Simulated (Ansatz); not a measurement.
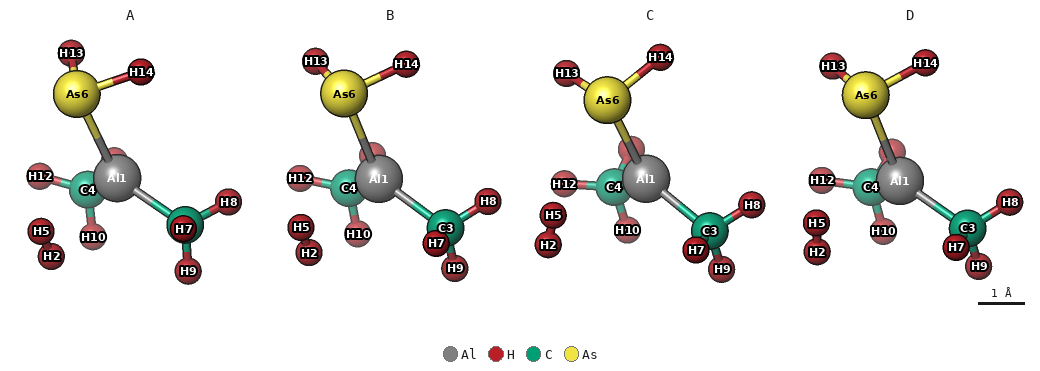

4 geometries from one relaxation of C$_{2}$H$_{10}$AlAs, in shuffled order. A ball-and-stick model, seen from a free direction.

The run prepares an end point of a later path (reaction) calculation, from a guessed geometry.

These are results of RKS PBE0-D4/def2-SVP in Ansatz, not measurements. Set-up: no spin polarisation; force threshold 0.03 eV/Å; at most 50 steps.

Order the frames from highest to lowest energy.

C, D, B, A. They are steps 0, 3, 6, 15, at +3.87 kcal/mol, +1.52 kcal/mol, +0.43 kcal/mol relative to the last. After 14 accepted moves (15 points after the start) the energy has fallen by 3.87 kcal/mol. The largest force component goes from 1.7 to 0.025 eV/Å. The line search rejected the trial step at point 8 of the run. The forces were under the threshold at step 9, but the run went on from there. The largest move after the best rigid fit is that of an H atom, 0.73 Å. Largest moves by element: H 0.73 Å, As 0.28 Å, Al 0.20 Å, C 0.18 Å. Among the contacts that change: Al–H 2.818 → 2.337 Å, Al–H 2.586 → 2.321 Å, H–H 0.707 → 0.767 Å, Al–As 2.412 → 2.455 Å. Groups turn about Al–As by about 35°, Al–C by about 20°. The run took 60 s on 4 threads of Arm Neoverse N1, with other jobs on the host, peak memory 0.34 GiB.

Limits of the set-up: the start holds two separate molecules, 2.6 Å apart at their closest, whose relative position is a soft coordinate.
